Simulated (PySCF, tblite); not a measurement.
# C2H10BNOSi: dynamics, then NMR shifts on frames

How do NMR shifts of C2H10BNOSi (`CO[SiH2]CBN`) change as the atoms move?

Programs: tblite 0.8.0 and PySCF 2.14.0, with density-fitted response routines of our own. Each step states its level of theory. These are calculated values for one molecule in the gas phase, unless marked as measured. Atoms are numbered from 0 throughout.

**1. Starting geometry**

16 atoms, charge 0, multiplicity 1; geometry from: GFN2-xTB.

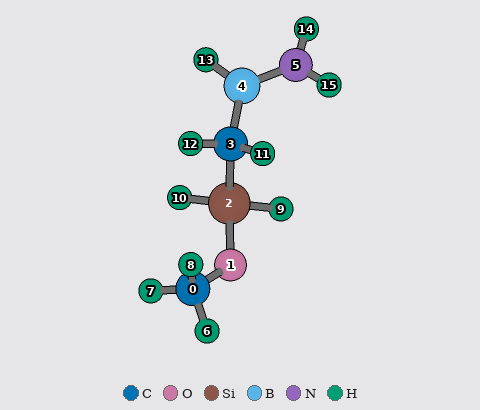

The starting geometry (carbon blue, oxygen pink, silicon brown, boron blue, nitrogen purple, hydrogen teal), atoms numbered.

**2. Thermal motion with GFN2-xTB**

Job settings and geometry (Å):

```
{"job": {"kind": "md", "xc": "GFN2-xTB", "basis": "xTB", "temperature": 200, "steps": 2000, "every": 50, "frames": 5}, "charge": 0, "multiplicity": 1}
C      2.931434    -0.276708     0.299062
O      2.023257     0.627540    -0.249380
Si     0.531557     0.356598    -0.851142
C     -0.657830    -0.399518     0.427959
B     -2.148415    -0.372383    -0.080817
N     -2.983285     0.669016     0.282175
H      3.833058     0.273467     0.573434
H      3.194117    -1.053189    -0.424278
H      2.520098    -0.755926     1.191580
H      0.219408     1.737138    -1.204985
H      0.607422    -0.525258    -2.025434
H     -0.543881     0.159056     1.359986
H     -0.334874    -1.421932     0.634383
H     -2.576160    -1.205990    -0.787492
H     -3.933757     0.768788    -0.030851
H     -2.689748     1.428245     0.874388
```

With the program's defaults for keys left out, this is: GFN2-xTB Langevin dynamics, gas phase.

The run is started by

```
OMP_NUM_THREADS=1 python probes_run.py task.json out
```

This one command runs all jobs of the session in turn.

The log of the run:

```text
t/fs     T/K      E/eV
    0.0   162.6   -527.78949
   25.0    95.7   -527.60105
   50.0   143.4   -527.61192
   75.0   148.6   -527.52916
  100.0   190.7   -527.50220
  125.0   172.7   -527.54196
  150.0   154.2   -527.49136
  175.0   149.5   -527.44119
  200.0   162.8   -527.45101
  225.0   219.1   -527.52149
  250.0   217.1   -527.38937
  275.0   194.5   -527.40734
  300.0   203.4   -527.40645
  325.0   204.9   -527.38628
  350.0   232.7   -527.39952
  375.0   274.6   -527.46976
  400.0   183.3   -527.43216
  425.0   209.2   -527.49286
  450.0   172.0   -527.43059
  475.0   227.9   -527.40531
  500.0   207.3   -527.38237
  525.0   230.8   -527.44970
  550.0   171.1   -527.41799
  575.0   133.4   -527.43566
  600.0   234.6   -527.59602
  625.0   211.9   -527.51496
  650.0   163.2   -527.38188
  675.0   149.7   -527.36348
  700.0   140.2   -527.31368
  725.0   279.6   -527.53908
  750.0   187.4   -527.43928
  775.0   155.8   -527.31450
  800.0   203.7   -527.33502
  825.0   227.5   -527.42210
  850.0   191.3   -527.35612
  875.0   137.1   -527.41159
  900.0   208.4   -527.57071
  925.0   188.5   -527.43076
  950.0   182.8   -527.44207
  975.0   218.2   -527.45671
 1000.0   155.4   -527.36123
```

It took 39 s on 1 thread of AMD EPYC, shared host.

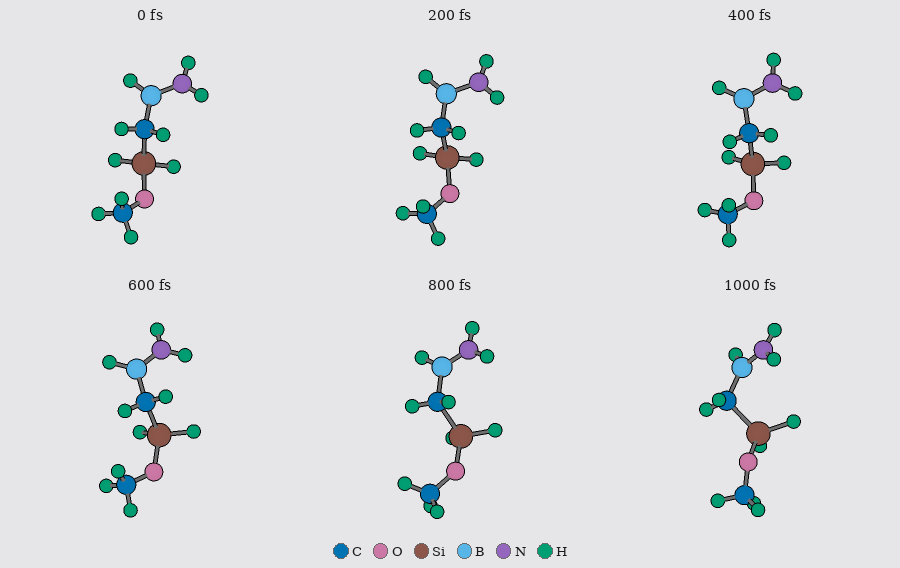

Frames of the run.

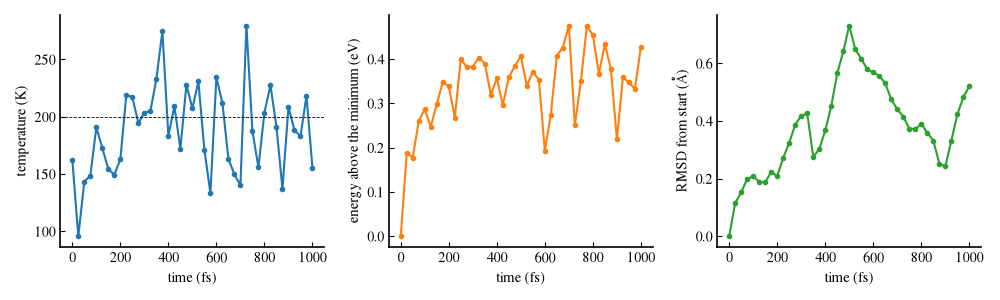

Temperature, potential energy and distance from the start.

Positions (Å) and forces (eV/Å) at 1000 fs:

```xyz
16

C     2.682    0.668    1.040    0.829   -1.292    1.262
O     1.349    0.356    1.285    0.073    0.092    0.173
Si   -0.030    0.681    0.485   -0.530    1.127    0.046
C    -0.947   -0.970    0.285   -0.647    0.836    1.634
B    -2.500   -0.666    0.080    0.098   -0.641   -1.375
N    -3.332   -0.284    1.099    0.645    0.441    0.995
H     3.214    1.146    1.909   -0.746   -0.667   -0.225
H     2.773    1.382    0.280    0.120    0.760   -1.482
H     3.221   -0.302    0.787   -0.423    1.145    0.171
H    -0.846    1.749    1.341    0.792   -0.870   -0.717
H     0.241    1.296   -0.887   -0.102   -0.257    0.777
H    -0.747   -1.568    1.195   -0.305    0.328   -0.205
H    -0.439   -1.486   -0.474    0.234   -0.775   -1.287
H    -3.075   -0.768   -0.986    0.608   -0.037    0.489
H    -4.284   -0.022    0.974   -0.397    0.070   -0.017
H    -2.964   -0.012    2.008   -0.251   -0.258   -0.239
```

**3. Shielding tensors: 250 fs, PBE0/pcSseg-1**

Job settings and geometry (Å):

```
{"job": {"kind": "nmr", "xc": "PBE0", "basis": "pcSseg-1", "pop": false}, "charge": 0, "multiplicity": 1}
C      2.707200    -0.125500     0.151100
O      1.572000     0.648600     0.101500
Si     0.115100     0.252600    -0.505700
C     -0.929000    -0.862300     0.649700
B     -2.492100    -0.834000     0.422800
N     -3.152400     0.401300     0.647700
H      3.609700     0.449000     0.393600
H      2.735200    -0.760500    -0.821300
H      2.623600    -0.848600     0.913800
H     -0.426800     1.675800    -0.443200
H      0.299400    -0.220100    -1.888800
H     -0.727500    -0.420700     1.673900
H     -0.488400    -1.834800     0.637500
H     -3.140500    -1.730600     0.120200
H     -4.156800     0.455000     0.503200
H     -2.704000     1.207700     0.996200
```

Method: GIAO PBE0/pcSseg-1 NMR shielding, non-relativistic, gas phase.

The log of the run:

```text
coarse grid: 13232 points
cycle   1  E = -526.0121697899  dE =  4.749e-01  |g| = 7.613e-01  |ddm| = 3.359e+00
cycle   2  E = -525.8907471493  dE =  1.214e-01  |g| = 1.112e+00  |ddm| = 1.555e+00
cycle   3  E = -526.1254312144  dE = -2.347e-01  |g| = 1.187e-01  |ddm| = 1.054e+00
cycle   4  E = -526.1280305170  dE = -2.599e-03  |g| = 4.157e-02  |ddm| = 1.243e-01
cycle   5  E = -526.1284481476  dE = -4.176e-04  |g| = 7.769e-03  |ddm| = 4.110e-02
cycle   6  E = -526.1284622982  dE = -1.415e-05  |g| = 1.991e-03  |ddm| = 8.014e-03
cycle   7  E = -526.1284633133  dE = -1.015e-06  |g| = 4.389e-04  |ddm| = 1.891e-03
final grid: 121472 points
cycle   8  E = -526.1681022869  dE = -2.327e-05  |g| = 1.056e-02  |ddm| = 1.941e-02
cycle   9  E = -526.1680811895  dE =  2.110e-05  |g| = 1.501e-02  |ddm| = 1.667e-02
cycle  10  E = -526.1681244398  dE = -4.325e-05  |g| = 1.210e-03  |ddm| = 1.013e-02
cycle  11  E = -526.1681247514  dE = -3.116e-07  |g| = 1.779e-04  |ddm| = 1.127e-03
cycle  12  E = -526.1681247574  dE = -5.957e-09  |g| = 6.595e-05  |ddm| = 1.774e-04
cycle  13  E = -526.1681247582  dE = -8.565e-10  |g| = 2.214e-05  |ddm| = 5.538e-05
converged SCF energy = -526.1681247582

GIAO shielding tensors (ppm)
atom      isotropic    diamagn.    paramagn.     s11        s22        s33       span
  0 C      131.779     245.425    -113.646    103.275    108.808    183.255     79.980
  1 O      317.205     398.959     -81.754    231.789    349.152    370.675    138.886
  2 Si     357.988     881.973    -523.986    298.714    360.207    415.041    116.327
  3 C      174.335     260.676     -86.341    144.980    183.189    194.835     49.855
  4 B       58.802     193.951    -135.149     15.976     40.611    119.819    103.843
  5 N      146.464     316.890    -170.426     33.759    193.780    211.854    178.094
  6 H       27.513      27.773      -0.260     23.537     25.151     33.849     10.312
  7 H       26.876      27.550      -0.673     22.958     24.725     32.946      9.988
  8 H       28.602      31.831      -3.229     24.324     27.024     34.458     10.134
  9 H       26.075      31.800      -5.725     21.819     26.235     30.172      8.353
 10 H       26.534      30.881      -4.348     22.953     25.522     31.126      8.173
 11 H       30.336      33.674      -3.338     26.463     29.200     35.345      8.882
 12 H       31.223      34.263      -3.040     27.255     30.008     36.406      9.151
 13 H       26.896      29.967      -3.070     26.042     26.457     28.190      2.148
 14 H       27.009      26.907       0.102     22.550     23.734     34.743     12.193
 15 H       27.859      33.537      -5.678     23.604     27.114     32.859      9.255
```

Wall time 63 s (1 thread of AMD EPYC, shared host); peak memory 0.74 GiB.

Shifts follow as δ = σ(reference) − σ, with reference shieldings (ppm) from runs at the same level and on the same kind of geometry: ¹H TMS 31.72, ¹³C TMS 186.9, ²⁹Si TMS 349.2, ¹⁵N NH3 267.7, ¹⁷O H2O 336.1, ¹¹B BF3·OEt2 100.1. The references are single molecules in the gas phase, so shifts against H2O, NH3, PH3, H3PO4 or CFCl3 are not on the usual liquid scales and can be off by tens of ppm. Each atom is listed at this fixed geometry, with no averaging over motion; a spectrum would average atoms that exchange fast.

```
atoms                                environment  σ (ppm)  δ (ppm)
   C0                  methyl carbon bonded to O    131.8     55.1
   C3                 sp3 CH2 bonded to B and Si    174.3     12.6
   H9       hydrogen on a silicon bonded to C, O    26.08     5.64
  H10       hydrogen on a silicon bonded to C, O    26.53     5.18
   H7    hydrogen on a methyl carbon bonded to O    26.88     4.84
  H13         hydrogen on a boron bonded to C, N    26.90     4.82
  H14         hydrogen on a nitrogen bonded to B    27.01     4.71
   H6    hydrogen on a methyl carbon bonded to O    27.51     4.20
  H15         hydrogen on a nitrogen bonded to B    27.86     3.86
   H8    hydrogen on a methyl carbon bonded to O    28.60     3.11
  H11  hydrogen on an sp3 CH2 bonded to B and Si    30.34     1.38
  H12  hydrogen on an sp3 CH2 bonded to B and Si    31.22     0.49
   O1                     oxygen bonded to C, Si    317.2     18.9
  Si2                silicon bonded to C, O, 2 H    358.0     -8.8
   B4                    boron bonded to C, N, H     58.8     41.3
   N5                  nitrogen bonded to B, 2 H    146.5    121.3
```

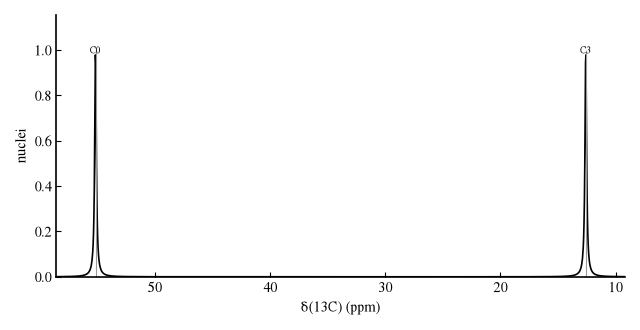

¹³C lines at the computed shifts, without couplings. Lines are broadened to a width of 0.17 ppm (Lorentzian).

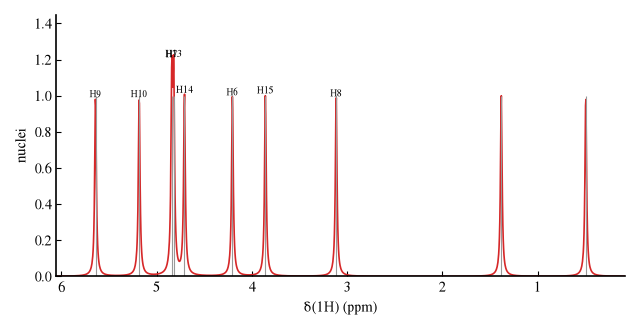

¹H lines at the computed shifts, without couplings. Lines are broadened to a width of 0.02 ppm (Lorentzian).

Orbitals, density, ELF and potential are computed afterwards from the orbital file.

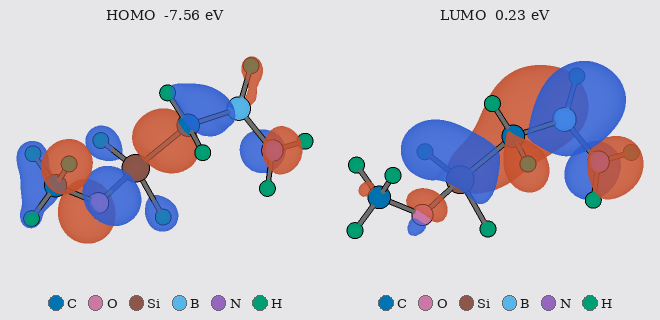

PBE0/pcSseg-1 orbitals near the gap, drawn at the value that encloses 70 % of each; the two colours are the two signs.

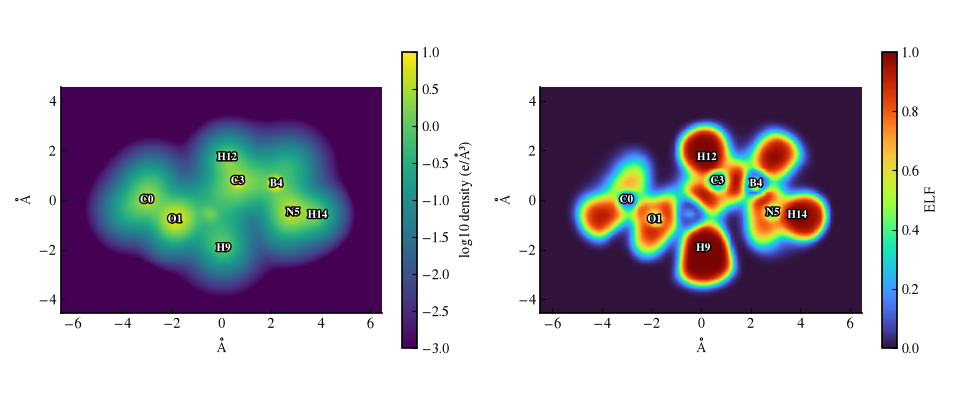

Density (left) and ELF (right) in a plane through or near 8 of the atoms.

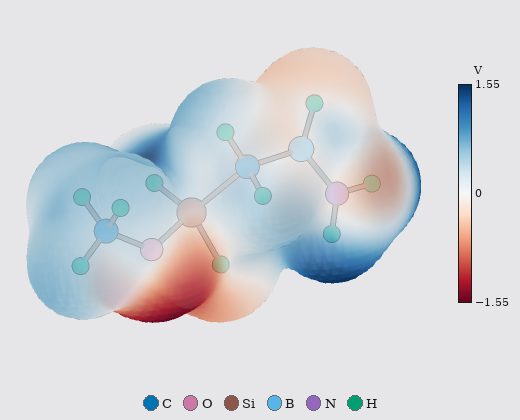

Electrostatic potential on the surface of density 0.002 e/bohr³; red is low, blue high. It runs, from the 1st to the 99th percentile, from -1.43 V near O1 to 1.55 V near H14.

**4. NMR shieldings: 425 fs, PBE0/pcSseg-1**

Job settings and geometry (Å):

```
{"job": {"kind": "nmr", "xc": "PBE0", "basis": "pcSseg-1", "pop": false}, "charge": 0, "multiplicity": 1}
C      2.285000    -0.432900     0.560900
O      1.353500     0.606800     0.179500
Si    -0.241300     0.384900    -0.115500
C     -1.180700    -0.626000     1.265900
B     -2.574200    -1.084300     0.590800
N     -3.623400    -0.177600     0.514400
H      3.308100    -0.061300     0.512800
H      2.192200    -1.323800    -0.062000
H      2.096000    -0.760000     1.585200
H     -0.736600     1.748600    -0.329900
H     -0.193200    -0.486400    -1.347800
H     -1.256500     0.074800     2.097300
H     -0.568900    -1.489000     1.643500
H     -2.675800    -2.059800     0.023800
H     -4.479800    -0.395800     0.011300
H     -3.618400     0.715500     0.910800
```

Level: GIAO PBE0/pcSseg-1 NMR shielding, non-relativistic, gas phase.

The log of the run:

```text
coarse grid: 13232 points
cycle   1  E = -526.0189844112  dE =  3.712e-01  |g| = 7.532e-01  |ddm| = 3.349e+00
cycle   2  E = -525.8941505342  dE =  1.248e-01  |g| = 1.116e+00  |ddm| = 1.503e+00
cycle   3  E = -526.1302975105  dE = -2.361e-01  |g| = 1.276e-01  |ddm| = 1.015e+00
cycle   4  E = -526.1333550505  dE = -3.058e-03  |g| = 4.217e-02  |ddm| = 1.275e-01
cycle   5  E = -526.1337733981  dE = -4.183e-04  |g| = 8.811e-03  |ddm| = 4.056e-02
cycle   6  E = -526.1337915358  dE = -1.814e-05  |g| = 2.306e-03  |ddm| = 8.749e-03
cycle   7  E = -526.1337928469  dE = -1.311e-06  |g| = 5.187e-04  |ddm| = 2.078e-03
final grid: 121472 points
cycle   8  E = -526.1747961076  dE = -2.119e-05  |g| = 1.122e-02  |ddm| = 1.901e-02
cycle   9  E = -526.1747693110  dE =  2.680e-05  |g| = 1.644e-02  |ddm| = 1.750e-02
cycle  10  E = -526.1748212242  dE = -5.191e-05  |g| = 1.482e-03  |ddm| = 1.092e-02
cycle  11  E = -526.1748216807  dE = -4.565e-07  |g| = 1.900e-04  |ddm| = 1.292e-03
cycle  12  E = -526.1748216873  dE = -6.550e-09  |g| = 7.273e-05  |ddm| = 1.786e-04
cycle  13  E = -526.1748216883  dE = -1.065e-09  |g| = 2.364e-05  |ddm| = 6.008e-05
cycle  14  E = -526.1748216884  dE = -1.145e-10  |g| = 7.231e-06  |ddm| = 1.944e-05
converged SCF energy = -526.1748216884

GIAO shielding tensors (ppm)
atom      isotropic    diamagn.    paramagn.     s11        s22        s33       span
  0 C      130.572     243.454    -112.882    102.215    104.123    185.378     83.164
  1 O      324.263     397.659     -73.396    275.756    332.083    364.949     89.194
  2 Si     364.500     882.133    -517.633    303.524    358.101    431.876    128.351
  3 C      172.267     260.077     -87.810    145.761    179.872    191.169     45.408
  4 B       60.762     196.076    -135.314     18.811     42.330    121.145    102.334
  5 N      153.205     316.192    -162.987     51.081    195.464    213.069    161.988
  6 H       27.913      28.057      -0.144     23.820     25.585     34.332     10.512
  7 H       28.324      30.413      -2.090     24.955     25.950     34.066      9.111
  8 H       28.126      30.227      -2.101     23.996     26.607     33.777      9.781
  9 H       26.717      31.962      -5.245     22.625     26.216     31.310      8.684
 10 H       26.262      31.890      -5.628     22.025     26.213     30.547      8.522
 11 H       31.199      33.561      -2.361     27.835     29.295     36.469      8.634
 12 H       29.768      32.991      -3.224     26.038     28.353     34.912      8.874
 13 H       27.184      31.450      -4.266     25.619     26.897     29.035      3.416
 14 H       27.275      27.239       0.035     22.684     23.727     35.413     12.729
 15 H       28.594      32.844      -4.250     24.266     27.040     34.476     10.210
```

It took 49 s on 1 thread of AMD EPYC, shared host; peak memory 0.76 GiB.

In short: δ C0 56.4, C3 14.7, O1 11.8, Si2 -15.3, H10 5.46, H9 5.00 ppm.

**5. Shielding tensors: 625 fs, PBE0/pcSseg-1**

Job settings and geometry (Å):

```
{"job": {"kind": "nmr", "xc": "PBE0", "basis": "pcSseg-1", "pop": false}, "charge": 0, "multiplicity": 1}
C      2.422600    -0.356200     0.493000
O      1.448600     0.585600     0.334500
Si    -0.152800     0.551600    -0.026700
C     -1.144100    -0.735200     0.943300
B     -2.491700    -1.254400     0.212100
N     -3.603600    -0.445100     0.246700
H      3.322400     0.151000     0.869100
H      2.700200    -0.825100    -0.431600
H      2.149100    -1.139200     1.169900
H     -0.326700     1.969200     0.183200
H     -0.408800     0.243000    -1.405900
H     -1.566800    -0.260700     1.873600
H     -0.428800    -1.532700     1.236400
H     -2.484100    -2.328400    -0.335500
H     -4.453400    -0.632300    -0.228400
H     -3.589800     0.462600     0.638900
```

With the program's defaults for keys left out, this is: GIAO PBE0/pcSseg-1 NMR shielding, non-relativistic, gas phase.

The log of the run:

```text
coarse grid: 13232 points
cycle   1  E = -526.0170192900  dE =  5.348e-01  |g| = 7.508e-01  |ddm| = 3.365e+00
cycle   2  E = -525.9042038388  dE =  1.128e-01  |g| = 1.086e+00  |ddm| = 1.590e+00
cycle   3  E = -526.1270508125  dE = -2.228e-01  |g| = 1.215e-01  |ddm| = 1.082e+00
cycle   4  E = -526.1297412414  dE = -2.690e-03  |g| = 4.059e-02  |ddm| = 1.231e-01
cycle   5  E = -526.1301302604  dE = -3.890e-04  |g| = 7.954e-03  |ddm| = 3.947e-02
cycle   6  E = -526.1301447309  dE = -1.447e-05  |g| = 2.103e-03  |ddm| = 7.886e-03
cycle   7  E = -526.1301458586  dE = -1.128e-06  |g| = 4.213e-04  |ddm| = 1.969e-03
final grid: 121472 points
cycle   8  E = -526.1704693005  dE = -2.491e-05  |g| = 1.038e-02  |ddm| = 1.927e-02
cycle   9  E = -526.1704513559  dE =  1.794e-05  |g| = 1.431e-02  |ddm| = 1.594e-02
cycle  10  E = -526.1704907619  dE = -3.941e-05  |g| = 1.333e-03  |ddm| = 9.867e-03
cycle  11  E = -526.1704911283  dE = -3.663e-07  |g| = 1.748e-04  |ddm| = 1.233e-03
cycle  12  E = -526.1704911340  dE = -5.686e-09  |g| = 6.637e-05  |ddm| = 1.748e-04
cycle  13  E = -526.1704911348  dE = -8.442e-10  |g| = 2.127e-05  |ddm| = 5.100e-05
converged SCF energy = -526.1704911348

GIAO shielding tensors (ppm)
atom      isotropic    diamagn.    paramagn.     s11        s22        s33       span
  0 C      139.077     242.157    -103.079    111.849    116.612    188.771     76.922
  1 O      340.645     397.903     -57.257    269.622    357.468    394.846    125.224
  2 Si     374.513     881.865    -507.352    308.949    359.604    454.986    146.037
  3 C      178.384     258.319     -79.935    157.439    178.652    199.062     41.623
  4 B       60.152     196.228    -136.077     19.343     41.105    120.008    100.665
  5 N      160.627     316.653    -156.026     64.880    200.181    216.819    151.939
  6 H       27.755      27.516       0.240     23.055     25.621     34.589     11.534
  7 H       28.669      29.992      -1.323     24.760     25.970     35.277     10.516
  8 H       28.589      30.526      -1.938     23.986     27.147     34.633     10.647
  9 H       26.923      32.033      -5.110     22.328     26.352     32.089      9.761
 10 H       27.207      32.647      -5.440     23.140     27.137     31.343      8.202
 11 H       30.501      32.541      -2.039     26.261     29.622     35.621      9.360
 12 H       30.229      32.996      -2.767     25.785     29.111     35.792     10.006
 13 H       26.008      29.342      -3.333     24.343     25.345     28.337      3.994
 14 H       28.086      28.119      -0.032     23.391     24.100     36.768     13.377
 15 H       28.544      32.920      -4.376     23.938     27.650     34.044     10.107
```

Wall time 40 s (1 thread of AMD EPYC, shared host); peak memory 0.76 GiB.

This run: δ C0 47.8, C3 8.5, O1 -4.6, Si2 -25.4, H13 5.71, H9 4.79 ppm.

(Part 1 of 2 ends here.)
